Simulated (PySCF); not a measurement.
H₈ClNSi₃, SMILES N[SiH2][SiH2][SiH2]Cl at its PBE0/def2-SVP optimised geometry (Å):

```
13

Si    -0.4278     1.1119     0.0000
Cl    -1.0635     3.0982     0.0000
Si    -1.2741    -0.0082    -1.8778
Si    -0.2014    -2.0972    -1.7928
N      0.0234    -2.4051    -0.0900
H     -0.9200     0.4867     1.2623
H      1.0635     1.1119     0.0000
H     -0.9493     0.7473    -3.1274
H     -2.7628    -0.1175    -1.7561
H     -0.9369    -3.1504    -2.5732
H      1.1635    -1.9770    -2.3917
H     -0.7956    -2.4704     0.5065
H      0.7098    -3.0982     0.1925
```

Method: PySCF with PBE0/def2-TZVP. Cells within 0.4 Å of a nucleus heavier than hydrogen are left out (blank, or x).

Map of the electrostatic potential (hartree/e), clipped to [-0.08, 0.12] on the plane z = 0.0 Å:

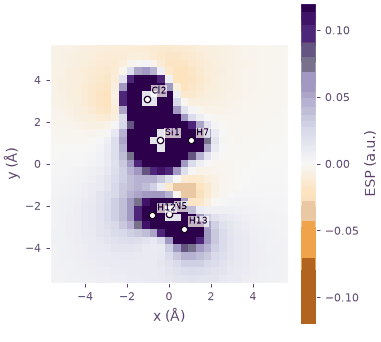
Figure. Electrostatic potential (hartree/e), clipped to [-0.08, 0.12] on the plane z = 0.0 Å.
